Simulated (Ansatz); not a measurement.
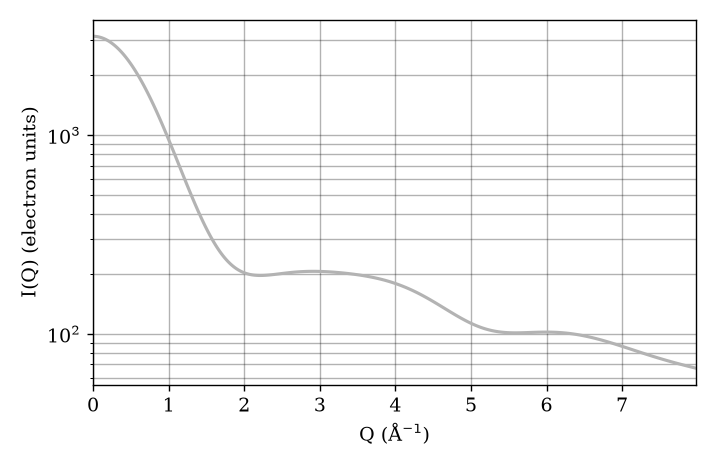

Elastic X-ray scattering of a randomly oriented, rigid molecule, calculated with the Debye equation from neutral-atom form factors (independent atoms, no Compton part, no vibration). The geometry is the end point of an optimisation (RKS PBE0-D4/STO-3G (Ansatz 0.2.0)); it may be a saddle point or a higher isomer. It contains B, Si, C, S, H.

How many electrons does the independent-atom model of the molecule hold?

Answer. I(0) is the square of the electron number: I(0) = 3140, so about 56 electrons, the count of C2H9BSSi.

What radius of gyration does the initial fall-off give?

Answer. From I(Q) ≈ I(0) exp(−Q²R²/3) at small Q, R ≈ 1.98 Å. It is larger than the electron-weighted radius of the nuclear positions alone (1.81 Å), because each atom's electron cloud adds to it.
